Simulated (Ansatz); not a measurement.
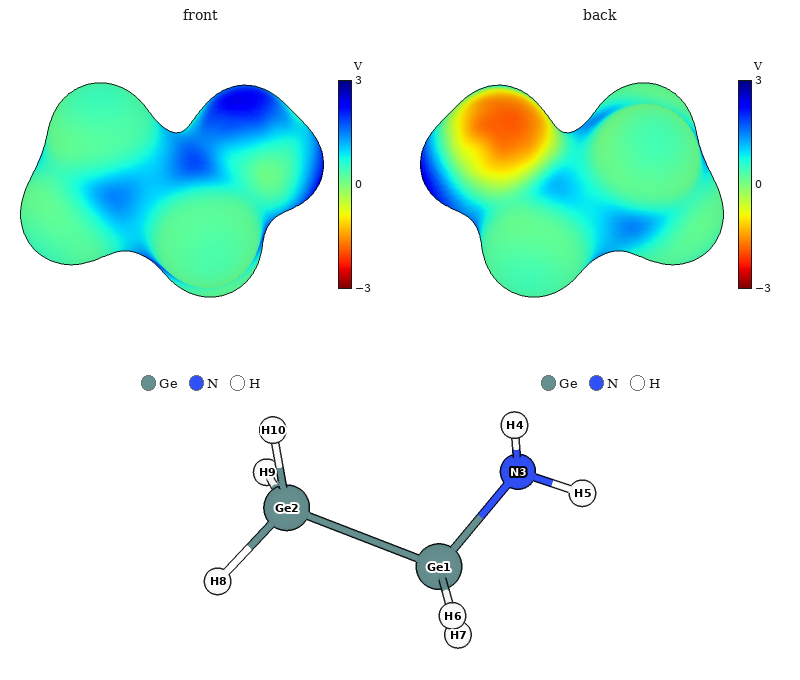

*Ge2H7N (SMILES [NH2][GeH2][GeH3]). The electrostatic potential painted on the density surface at 0.004 e/bohr³, seen from the front and from behind; the colour scale runs from red (negative) to blue (positive). The bare structure is drawn below in the same view.*

Geometry: B3LYP/6-31G*.

The calculation used isolated molecule in a Gaussian basis; Kohn-Sham density functional theory, functional PBE0 in Ansatz.

```tsv
atom	x (Å)	y (Å)	z (Å)
Ge	0.8460	-0.6805	-1.4305
Ge	3.1146	-0.3095	-0.5844
N	-0.1396	-1.5143	-0.0753
H	-0.2663	-0.9061	0.7309
H	-1.0659	-1.7841	-0.4013
H	0.2349	0.6654	-1.9396
H	0.8459	-1.6744	-2.6191
H	3.9612	0.4731	-1.6184
H	3.8257	-1.6499	-0.2875
H	3.0831	0.5189	0.7243
```

Question: Where is the surface potential most negative and most positive?

Answer: The most negative region (about −1.8 V) lies over N3, the most positive (about +2.4 V) over H4 and H5. N3 is the likeliest acceptor of a hydrogen bond.
